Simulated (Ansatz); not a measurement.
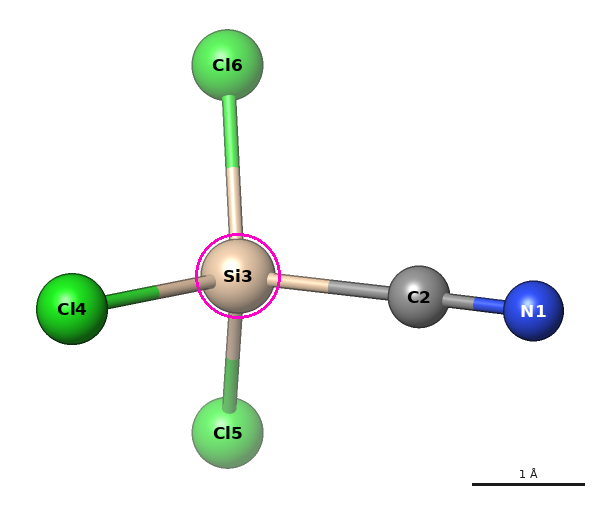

Orthographic view. Depth is shown by fading: the farther an atom, the more it takes the colour of the background. The geometry was computed by an optimisation with PBE-D4/def2-SVP. No frequency run is at hand to confirm it as a minimum.

**Name the neighbours of the circled atom.**

The circled atom is Si3; it is bonded to C2, Cl4, Cl5, Cl6.

**Which atom is farthest from the viewer?**

Cl5, 1.7 Å behind the mean position.

**Of Si3 and Cl4, which is nearer the viewer?**

Cl4; the bond to Si3 points away from the viewer, so it looks shorter than its 2.05 Å.
